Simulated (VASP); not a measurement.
Band structure of HfC (relaxed from the NiAs type structure, space group P6_3/mmc). Level of theory: PBEsol GGA, VASP's PBE PAW potentials (set 64) (plane waves; VASP).

Unless said otherwise, spin-orbit coupling is left out, though it shifts the bands of the heavy elements here.

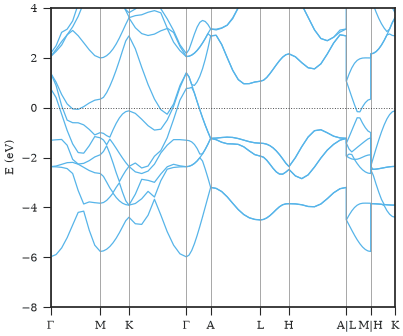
Figure: Bands along high-symmetry lines, zero at the valence-band maximum or, without a gap, the Fermi level

Question: Read the plot: is there a gap, and where are the band edges?

Answer: It has no gap at this level: it comes out as a metal or semimetal. (Edges off the drawn lines would not show.)

The structure was generated: HfC was put into the NiAs type type (P6_3/mmc), which need not be its known phase. It was relaxed first, which changed the volume by -33 %.
